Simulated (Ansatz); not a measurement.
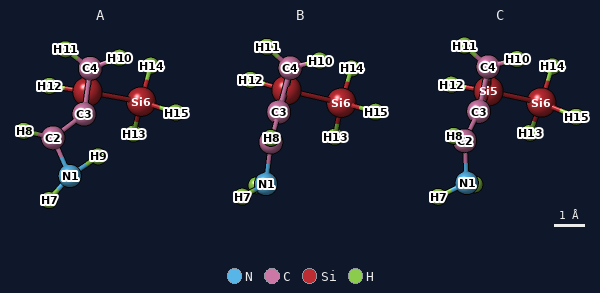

3 geometries from a converged minimum-energy path of C3H9NSi2, shuffled. Style: ball-and-stick. Shown from a free direction.

These are results of RKS PBE/STO-3G in Ansatz, not measurements. Run with 5 movable images; climbing image; force threshold 0.05 eV/Å; iteration limit 60; starting path through a guess of the saddle point.

Which frame is the top of the path?

A. In order along the path, whose images run from 0 to 6: A (image 3, +268.1 kJ/mol), C (image 5, +67.8 kJ/mol), B (image 6, +56.1 kJ/mol). A hydrogen atom shifts from one atom to another. Breaking: C3–H9 (1.10 → 1.49 at the top → 2.61 Å). Forming: N1–H9 (2.62 → 1.27 at the top → 1.06 Å).

Limits of the set-up: STO-3G is a minimal basis, so the numbers are rough.

Cost: 5.3 min on 1 thread of Arm Neoverse V1, with other jobs on the host, peak memory 0.11 GiB.
